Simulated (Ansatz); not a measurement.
The calculation's input:

```
crystal:
  periodic: [false, false, false]
  atoms:
    - { symbol: Ga, position_ang: [-0.70734, -0.104926, -0.806559] }
    - { symbol: F, position_ang: [0.425772, -0.968933, 1.926195] }
    - { symbol: H, position_ang: [-0.543676, -1.51734, -1.454045] }
    - { symbol: H, position_ang: [-1.95496, 0.776474, -0.449607] }
    - { symbol: H, position_ang: [1.041804, -0.502952, 1.42524] }
    - { symbol: O, position_ang: [0.937493, 0.703339, -0.4836] }
    - { symbol: H, position_ang: [0.800907, 1.614339, -0.157623] }
basis:
  gaussian: { orbitals: def2-SVP }
hamiltonian:
  xc: pbe
  dispersion: d4
relax:
  f_tol: 0.03
  max_steps: 50
output:
  orbitals: {}
```

Run with:

```sh
ansatz run input.yaml --threads 2 --pin off --max-ram 3072MiB --backend cpu --events-out ev --progress --plain --runs-dir out
```

The fields are those of the run's last geometry, not of the input's.

Method: RKS PBE-D4/def2-SVP in Ansatz 0.2.0.

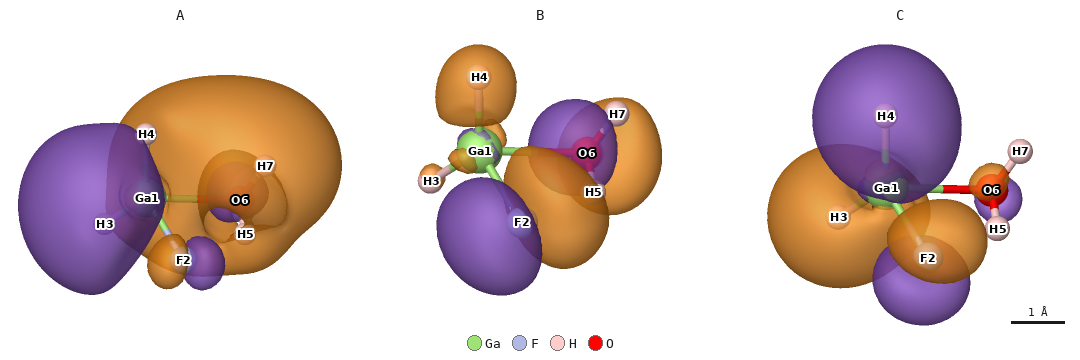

FGaH₄O. Three frontier orbitals at ±0.06 Å⁻³ᐟ² (orange and purple are the two phases), in no order.

Which picture is the HOMO−1, the HOMO and the LUMO?

Answer. B is the HOMO−1 (−7.85 eV). By Hirshfeld shares it lies mainly on F2 (about 65 %) and O6 (about 25 %); largely a lone pair of F2. C is the HOMO (−6.89 eV). It lies mainly on F2 (about 25 %), Ga1 (about 25 %), H4 (about 25 %) and H3 (about 20 %). A is the LUMO (−0.91 eV). Its weight (Hirshfeld) is mainly on Ga1 (about 55 %), H7 (about 15 %) and O6 (about 15 %).

What is the HOMO–LUMO gap?

Answer. 5.98 eV between the orbital energies.
